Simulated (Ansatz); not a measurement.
# AlH₄OSSi (SMILES [SiH2+][O][AlH][SH]) (charge +1): what the fields show

```xyz
8

Si   -0.6078    0.4301    1.7813
O    -0.3428    0.0598    0.2627
Al   -0.2061   -0.3695   -1.5112
S     1.8237   -0.5336   -2.2526
H    -0.7296    1.8642    2.1614
H    -0.7099   -0.6671    2.7823
H    -1.6197   -0.5420   -2.1772
H     2.3922   -0.2419   -1.0468
```

Theory: RKS revPBE-D4/def2-SVP in Ansatz.

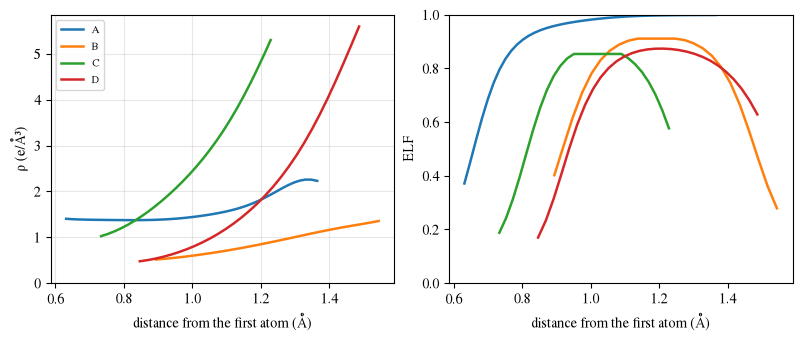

Figure 1. Total electron density and ELF along straight lines between neighbouring atoms. The curves leave out the atomic cores.

### Which curve belongs to which contact (Al–O, Al–S, Si–O and S–H)? The first atom named is at distance zero.

Curve A: S–H (1.36 Å): ρ is about 1.4 e/Å³ halfway; the ELF climbs to about 1 towards the hydrogen, as it does in any bond to H. Curve B: Al–S (2.17 Å): the density is about 0.69 e/Å³ at the midpoint; the ELF peaks at about 0.90 in the valence shell of S, 1.0 Å from its nucleus, and is about 0.90 at the midpoint. Curve C: Si–O (1.59 Å): ρ is about 1.2 e/Å³ halfway; the ELF peaks at about 0.85 between the atoms, as expected for a polar covalent bond. Curve D: Al–O (1.83 Å): the density is about 0.58 e/Å³ at the midpoint; the ELF peaks at about 0.85 in the valence shell of O, 0.6 Å from its nucleus, and is about 0.40 at the midpoint.

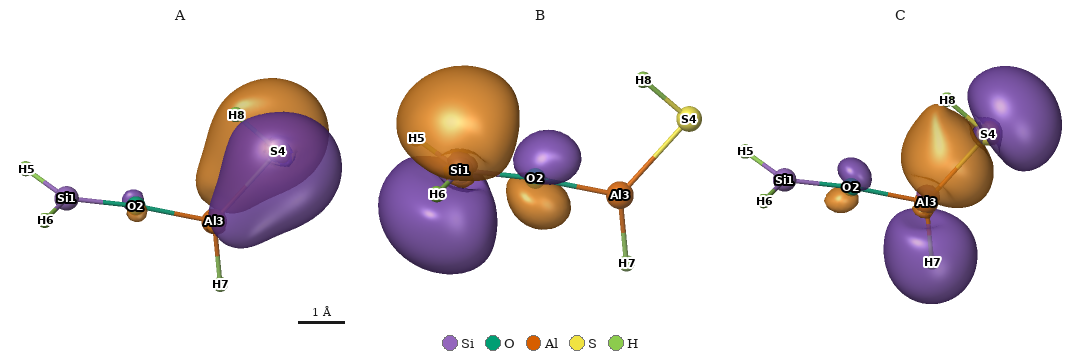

Figure 2. Three frontier orbitals at ±0.1 Å⁻³ᐟ² (orange and purple are the two phases), in no order.

### Which picture is the HOMO−1, the HOMO and the LUMO?

C is the HOMO−1 (−11.68 eV). By Hirshfeld shares it lies mainly on S4 (about 55 %), Al3 (about 20 %) and H7 (about 15 %). A is the HOMO (−10.47 eV). Its weight (Hirshfeld) is mainly on S4 (about 80 %) and Al3 (about 15 %); largely a lone pair of S4. B is the LUMO (−8.97 eV). By Hirshfeld shares it lies mainly on Si1 (about 75 %) and O2 (about 15 %).

### What is the HOMO–LUMO gap?

1.50 eV between the orbital energies.
